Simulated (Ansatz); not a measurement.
System (SMILES): [NH2] (NH2), doublet.
Atoms: N1, H2, H3. Bonds: N1-H2, N1-H3.

Basis-set convergence of the lowest harmonic wavenumber at MP2 with Ansatz (an electronic-structure program). Each level at its own minimum, finite differences of forces, unscaled; the reference is a large set that could be run, not a limit. Cartesian d functions, on some or all atoms, in 6-31G*, 6-31+G*, 6-31G**; all else is spherical. Cores are frozen. Open shells are unrestricted. No added dispersion term, no relativity. Reference: the value in def2-QZVPPD, 1546 cm⁻¹, itself unsure by roughly 4 cm⁻¹ (its mean distance from pcseg-3, def2-QZVPP, cc-pVQZ). Deviations are taken from unrounded values.

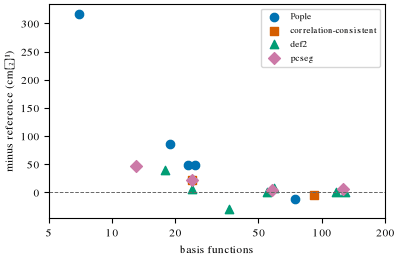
Fig. 1. Deviation from the reference against the number of basis functions, by family of sets.

```
basis              functions  lowest harmonic wavenumber (cm⁻¹)  minus reference (cm⁻¹)
-----------------  ---------  ---------------------------------  ----------------------
STO-3G                     7                               1863                     317
pcseg-0                   13                               1592                      46
def2-SV(P)                18                               1585                      39
6-31G*                    19                               1632                      86
6-31+G*                   23                               1595                      49
cc-pVDZ                   24                               1568                      23
def2-SVP                  24                               1552                       6
pcseg-1                   24                               1567                      21
6-31G**                   25                               1594                      49
def2-SVPD                 36                               1517                     -29
def2-TZVPD                55                               1546                       0
pcseg-2                   58                               1549                       4
def2-TZVPP                59                               1554                       8
6-311++G(3df,3pd)         75                               1533                     -12
aug-cc-pVTZ               92                               1541                      -5
def2-QZVPP               117                               1546                       0
pcseg-3                  126                               1552                       7
def2-QZVPPD              129                               1546                       0
```
